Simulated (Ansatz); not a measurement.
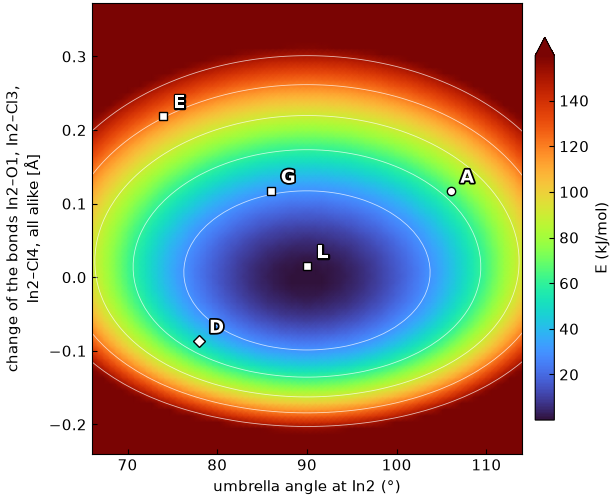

Cl₂HInO, SMILES [OH][In]([Cl])[Cl]. First axis: umbrella angle at In2 (between each of its bonds and their common axis; 90 is planar). Second axis: change of the bonds In2–O1, In2–Cl3, In2–Cl4, all alike. Nothing is relaxed (all other coordinates rigid). The scan uses a 13 × 13 grid; 91 points were computed and 78 follow by symmetry. Points are written as (first, second). All energies are given in kJ/mol relative to the relaxed molecule at the same level. All numbers below come from RKS PBE0-D4/def2-TZVP in Ansatz 0.2.0.

In the figure: a smooth colour map with a few white contour lines, one colour for all values above the top of the scale, lettered points. Between grid points the surface is interpolated.

What kind of point is each of A, D, E, G, L: minimum, saddle, maximum or slope?

A: on a slope; D: on a slope; E: on a slope; G: on a slope; L: minimum. (In these two coordinates alone; a stationary point may lie a little off the grid point.)

Rank the lettered points by energy, lowest first.

L (0.6 kJ/mol), G (32 kJ/mol), D (48 kJ/mol), A (66 kJ/mol), E (121 kJ/mol).
